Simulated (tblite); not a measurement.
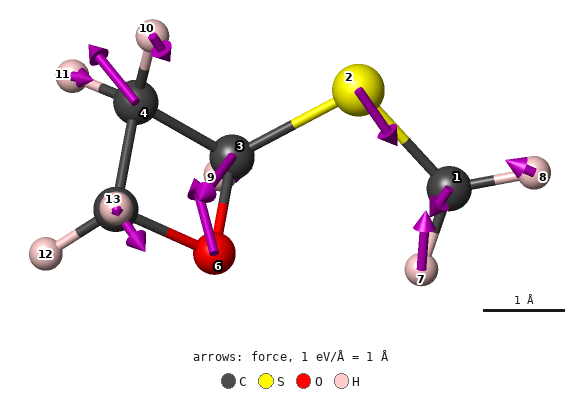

Starting geometry of C$_{4}$H$_{7}$OS (multiplicity 2) with the computed forces as purple arrows. The picture is a ball-and-stick view, seen at a tilt.

These are results of tblite 0.8.0, GFN2-xTB geometry optimisation, gas phase, not measurements. 

> Is this structure relaxed? If not, where do the atoms go?

It isn't relaxed: the largest force vector, on a C atom, is 1.28 eV/Å. The final displacements have little in common with the starting forces (cosine between the two patterns 0.25). The largest move after the best rigid fit is that of an H atom, 0.23 Å. By element the largest moves are H 0.23 Å, S 0.23 Å, O 0.21 Å, C 0.09 Å. Some distances before and after: C–O 1.461 → 1.410 Å, C–C 1.508 → 1.533 Å, C–S 1.725 → 1.701 Å, C–S 1.823 → 1.844 Å. Bond angles that change, for instance: S–C–H 114.4° → 106.7°, C–C–H 114.2° → 119.0°, S–C–H 120.3° → 115.6°. After 57 geometry steps the energy has fallen by 15.8 kJ/mol.
